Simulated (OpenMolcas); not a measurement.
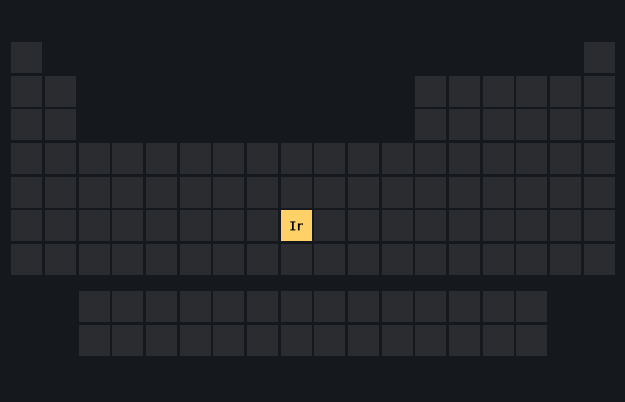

*The place of iridium in the periodic table.*

Ir⁶⁺: multiconfigurational calculation

Ir⁶⁺. Level asked for: state-averaged MS-CASPT2, IPEA shift 0.25, imaginary shift 0.1 hartree, semicore shells correlated, active space 3 electrons in the shell 5d, basis ANO-R1, X2C scalar Hamiltonian, spin-orbit coupling by RASSI with atomic mean-field integrals (OpenMolcas).

## Input file
```
&GATEWAY
Coord
1

Ir 0.0 0.0 0.0
Basis=ANO-R1
Group=XYZ
NoMove
AngMom=0.0 0.0 0.0
AMFI
&SEWARD
&RASSCF
FileOrb=start.orb
Symmetry=1
Spin=4
nActEl=3 0 0
Inactive=15 19
Ras2=5 0
CIRoot=10 10 1
SDav=10
CIMx=300
Iter=120 100
PrWF=0.3
OrbListing=Nothing
MaxOrb=0
Atom
>>> COPY $Project.JobIph JOB001
&RASSCF
FileOrb=start.orb
Symmetry=1
Spin=2
nActEl=3 0 0
Inactive=15 19
Ras2=5 0
CIRoot=40 40 1
SDav=40
CIMx=300
Iter=120 100
PrWF=0.3
OrbListing=Nothing
MaxOrb=0
Atom
>>> COPY $Project.JobIph JOB002
&RASSI
NrOfJobIphs=2 10 40
1 2 3 4 5 6 7 8 9 10
1 2 3 4 5 6 7 8 9 10 11 12 13 14 15 16 17 18 19 20 21 22 23 24 25 26 27
28 29 30 31 32 33 34 35 36 37 38 39 40
IphNames
JOB001
JOB002
EJob
SpinOrbit
DIPRint=1.0
SOCoupling=1000.0
Subsets=2
MEES
Property=10
'ANGMOM' 1 'ANGMOM' 2 'ANGMOM' 3 'MLTPL  1' 1 'MLTPL  1' 2 'MLTPL  1' 3
'AMFI' 1 'AMFI' 2 'AMFI' 3 'MLTPL  2' 6
SOProperty=3
'ANGMOM' 1 'ANGMOM' 2 'ANGMOM' 3
>>> COPY JOB001 $Project.JobIph
&CASPT2
Multistate=10 1 2 3 4 5 6 7 8 9 10
Frozen=14 16
IPAE=0.25
Imaginary=0.1
MaxIter=60
WThr=0.0 0.3 0.05
PrWF=0.5
NoMix
```

The file start.orb holds starting orbitals from an earlier step.

Run as:
```bash
OMP_NUM_THREADS=1 MOLCAS_MEM=2252 MOLCAS_PROJECT=a pymolcas a.inp > a.log  # once for each step of the input, in one work folder
```

## Output (extracts)
```
|        MOLCAS_PRINT = 2
  |       MOLCAS_SOURCE = [file]
  |    MOLCAS_STRUCTURE = 0
  |
   ------------------------------------------------------------------------------------------
++ ---------   Input file   ---------
>>> COPY JOB001 $Project.JobIph
&CASPT2
Multistate=10 1 2 3 4 5 6 7 8 9 10
Frozen=14 16
IPAE=0.25
Imaginary=0.1
MaxIter=60
WThr=0.0 0.3 0.05
PrWF=0.5
NoMix
-- ----------------------------------
>>> COPY JOB001 a.JobIph
*** symbolic link created: INPORB -> a.RasOrb
--- Start Module: caspt2 at  ---
()()()()()()()()()()()()()()()()()()()()()()()()()()()()()()()()()()()()()()()()()()()()()()()()()()
                                              &CASPT2
                                   only a single process is used
                       available to each process: 2.3 GB of memory, 1 thread
()()()()()()()()()()()()()()()()()()()()()()()()()()()()()()()()()()()()()()()()()()()()()()()()()()
 ###    ERROR: Unrecognized keyword: IPAE                                    ###
--- Stop Module: caspt2 at  /rc=_RC_INPUT_ERROR_ ---
.####################.
.# User input error #.
.####################.
```

## What the run reported

```
quantity                                                                  value
 outcome                                                 refused by the program
hardware  1 thread of Arm Neoverse V1, 112 GiB of memory available, shared host
```

## Diagnosis

This input holds a deliberate fault: misspelt keyword. The program refused the input; the driver noted: CASPT2 spin 4: _RC_INPUT_ERROR_.
